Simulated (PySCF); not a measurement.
# Two runs on C5H10O2Si

System: C5H10O2Si, SMILES C1CC1[C@H]1CO[SiH2]O1.
Method of the first run: GIAO PBE0/pcSseg-1 NMR shielding, non-relativistic, gas phase (PySCF 2.14.0).

The geometry comes from this level: GFN2-xTB. Text and figures count atoms from 1; the logs count them from 0 in places.

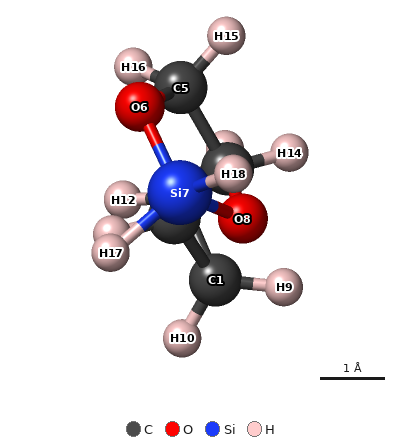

**Figure 1.** The structure as given in the input (ball-and-stick view, seen at an oblique angle; atoms are numbered from 1 in the order of the input). Bond lengths as drawn: C–C 1.50 to 1.55 Å, C–H 1.08 to 1.10 Å, C–O 1.40 to 1.41 Å, H–Si 1.45 Å and O–Si 1.64 Å.

### Input, the first run
```
{"job": {"kind": "nmr", "xc": "PBE0", "basis": "pcSseg-1", "pop": true}, "charge": 0, "multiplicity": 1}
C     -2.046263     0.956900    -0.153137
C     -2.159911    -0.535468    -0.192504
C     -0.820602     0.117717    -0.351247
C      0.207980     0.009790     0.748366
C      1.085988    -1.251851     0.569232
O      2.253678    -0.872413    -0.098216
Si     2.503640     0.746447    -0.002548
O      1.078586     1.112716     0.714887
H     -2.167755     1.453383     0.797221
H     -2.417342     1.525407    -0.991552
H     -2.363868    -1.055936     0.731236
H     -2.610971    -0.996981    -1.057546
H     -0.368404     0.117661    -1.335759
H     -0.285669     0.004203     1.726709
H      1.353620    -1.674504     1.543223
H      0.569557    -2.012328    -0.021445
H      2.615277     1.259151    -1.357902
H      3.563699     1.102423     0.925048
```

The first line tells a small driver script what to run in PySCF; the rest is the geometry in Å.

Command:
```bash
OMP_NUM_THREADS=1 python <driver script> task.json out
```

Hardware: 1 CPU thread, shared host.

### Output (the first run)
```
coarse grid: 15432 points
cycle   1  E = -635.7286647568  dE =  1.407e+00  |g| = 9.033e-01  |ddm| = 3.835e+00
cycle   2  E = -635.5564115896  dE =  1.723e-01  |g| = 1.335e+00  |ddm| = 1.919e+00
cycle   3  E = -635.8764298376  dE = -3.200e-01  |g| = 8.187e-02  |ddm| = 1.281e+00
cycle   4  E = -635.8774401914  dE = -1.010e-03  |g| = 4.149e-02  |ddm| = 9.573e-02
cycle   5  E = -635.8778495946  dE = -4.094e-04  |g| = 7.168e-03  |ddm| = 4.249e-02
cycle   6  E = -635.8778586394  dE = -9.045e-06  |g| = 2.749e-03  |ddm| = 7.438e-03
final grid: 144104 points
cycle   7  E = -635.9471746288  dE = -3.539e-05  |g| = 1.336e-02  |ddm| = 3.144e-02
cycle   8  E = -635.9471361656  dE =  3.846e-05  |g| = 1.982e-02  |ddm| = 2.538e-02
cycle   9  E = -635.9472083214  dE = -7.216e-05  |g| = 1.252e-03  |ddm| = 1.592e-02
cycle  10  E = -635.9472086511  dE = -3.297e-07  |g| = 2.434e-04  |ddm| = 1.257e-03
cycle  11  E = -635.9472086618  dE = -1.067e-08  |g| = 1.070e-04  |ddm| = 3.121e-04
cycle  12  E = -635.9472086638  dE = -1.961e-09  |g| = 3.119e-05  |ddm| = 1.078e-04
cycle  13  E = -635.9472086640  dE = -1.785e-10  |g| = 6.347e-06  |ddm| = 3.031e-05
converged SCF energy = -635.9472086640

GIAO shielding tensors (ppm)
atom      isotropic    diamagn.    paramagn.     s11        s22        s33       span
  0 C      180.341     253.367     -73.026    150.681    177.077    213.266     62.585
  1 C      183.547     254.217     -70.670    157.234    179.565    213.841     56.608
  2 C      166.039     247.391     -81.352    127.445    158.910    211.762     84.317
  3 C      103.662     244.103    -140.440     78.627     96.658    135.702     57.075
  4 C      115.408     246.827    -131.419     89.081    108.724    148.419     59.338
  5 O      309.884     395.233     -85.349    266.353    278.119    385.180    118.827
  6 Si     352.885     881.391    -528.505    330.156    335.760    392.740     62.584
  7 O      276.189     397.525    -121.336    237.622    270.942    320.001     82.379
  8 H       31.260      31.465      -0.205     25.879     28.182     39.719     13.839
  9 H       31.027      30.705       0.321     25.413     26.449     41.219     15.806
 10 H       31.665      31.887      -0.221     26.152     28.827     40.017     13.866
 11 H       31.283      30.880       0.403     25.683     26.539     41.627     15.944
 12 H       30.795      33.007      -2.213     23.940     30.831     37.613     13.673
 13 H       28.448      32.561      -4.113     24.449     28.816     32.078      7.629
 14 H       27.474      30.188      -2.714     22.063     26.837     33.522     11.459
 15 H       27.442      30.878      -3.435     22.839     27.973     31.514      8.675
 16 H       26.566      30.122      -3.556     23.020     23.901     32.779      9.759
 17 H       26.683      29.004      -2.321     22.882     23.486     33.680     10.798
```

The input of the second run differs as follows (lines with − go, lines with + come):
```diff
-"pop": true
+"solvent": "chloroform"
+"pop": false
+"scf": {"guess": "sap"}
```

What does this change do to the results?

The total energy of the second run is 3.2 kcal/mol lower: the change of the electrostatic solvation energy at this fixed geometry, without cavity or dispersion terms. The dipole moment goes from 1.05 to 1.28 D. Of all shieldings, the largest change is that of O8, by +3.2 ppm. The reaction field of the continuum polarises the molecule further, so the dipole moment is larger in solution. The SCF takes 15 iterations against 13.

### Output (the second run)
```
final grid: 144104 points
cycle   1  E = -602.8265749070  dE =  2.669e+01  |g| = 7.849e+00  |ddm| = 3.139e+01
cycle   2  E = -542.9106373247  dE =  5.992e+01  |g| = 1.719e+01  |ddm| = 3.622e+01
cycle   3  E = -619.1935071703  dE = -7.628e+01  |g| = 7.226e+00  |ddm| = 1.789e+01
cycle   4  E = -618.2331887885  dE =  9.603e-01  |g| = 6.907e+00  |ddm| = 1.872e+01
cycle   5  E = -635.6102487647  dE = -1.738e+01  |g| = 1.160e+00  |ddm| = 1.913e+01
cycle   6  E = -635.7856860352  dE = -1.754e-01  |g| = 9.577e-01  |ddm| = 1.759e+00
cycle   7  E = -635.9374822597  dE = -1.518e-01  |g| = 2.553e-01  |ddm| = 7.903e-01
cycle   8  E = -635.9500759923  dE = -1.259e-02  |g| = 9.213e-02  |ddm| = 2.330e-01
cycle   9  E = -635.9521050894  dE = -2.029e-03  |g| = 3.295e-02  |ddm| = 1.210e-01
cycle  10  E = -635.9522892580  dE = -1.842e-04  |g| = 1.217e-02  |ddm| = 3.340e-02
cycle  11  E = -635.9523200532  dE = -3.080e-05  |g| = 2.014e-03  |ddm| = 9.817e-03
cycle  12  E = -635.9523208181  dE = -7.649e-07  |g| = 6.744e-04  |ddm| = 2.548e-03
cycle  13  E = -635.9523209144  dE = -9.626e-08  |g| = 1.808e-04  |ddm| = 6.546e-04
cycle  14  E = -635.9523209213  dE = -6.963e-09  |g| = 3.453e-05  |ddm| = 1.604e-04
cycle  15  E = -635.9523209216  dE = -2.588e-10  |g| = 9.958e-06  |ddm| = 4.539e-05
converged SCF energy = -635.9523209216

GIAO shielding tensors (ppm)
atom      isotropic    diamagn.    paramagn.     s11        s22        s33       span
  0 C      181.179     253.723     -72.545    151.777    177.767    213.993     62.216
  1 C      184.099     254.210     -70.112    157.563    180.224    214.510     56.946
  2 C      166.312     247.666     -81.354    127.345    159.202    212.390     85.044
  3 C      104.066     244.412    -140.346     78.316     97.382    136.501     58.185
  4 C      115.610     247.154    -131.543     89.246    108.586    148.999     59.753
  5 O      312.686     396.222     -83.535    269.798    282.197    386.064    116.267
  6 Si     352.076     881.379    -529.304    330.714    335.055    390.458     59.744
  7 O      279.347     398.385    -119.038    240.574    275.135    322.333     81.760
  8 H       31.238      31.452      -0.215     25.831     28.097     39.785     13.954
  9 H       30.998      30.648       0.351     25.357     26.336     41.302     15.945
 10 H       31.527      31.750      -0.224     25.973     28.599     40.008     14.035
 11 H       31.200      30.781       0.419     25.577     26.372     41.650     16.073
 12 H       30.692      32.946      -2.254     23.805     30.686     37.586     13.781
 13 H       28.279      32.445      -4.166     24.235     28.612     31.990      7.755
 14 H       27.363      30.139      -2.776     21.944     26.704     33.441     11.497
 15 H       27.355      30.865      -3.510     22.683     27.903     31.479      8.796
 16 H       26.553      30.065      -3.512     23.024     23.860     32.774      9.750
 17 H       26.680      28.987      -2.307     22.855     23.501     33.686     10.831
```

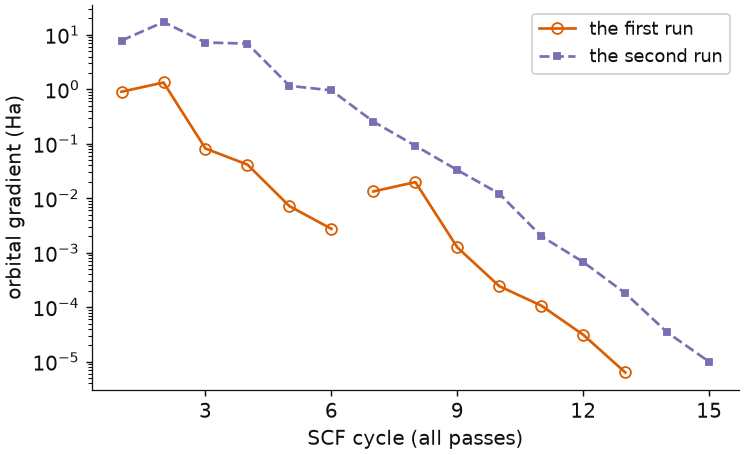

**Figure 2.** Convergence of the two runs: orbital gradient against the SCF cycle. A break in a curve parts two SCF passes (coarse and final grid). The first run takes 13 cycles in all, and the second run takes 15.

### The two runs side by side

| quantity | the first run | the second run |
| --- | --- | --- |
| outcome | converged | converged |
| total energy (hartree) | −635.947209 | −635.952321 |
| HOMO (eV) | −7.86 | −7.83 |
| LUMO (eV) | 0.68 | 0.67 |
| dipole moment (D) | 1.05 | 1.28 |
| shielding of C1 (ppm) | 180.3 | 181.2 |
| shielding of C2 (ppm) | 183.5 | 184.1 |
| shielding of C3 (ppm) | 166.0 | 166.3 |
| shielding of C4 (ppm) | 103.7 | 104.1 |
| shielding of O6 (ppm) | 309.9 | 312.7 |
| shielding of Si7 (ppm) | 352.9 | 352.1 |
| shielding of O8 (ppm) | 276.2 | 279.3 |
| SCF iterations | 13 | 15 |
| basis functions | 193 | 193 |
| wall time (shared host) | 44 s | 42 s |
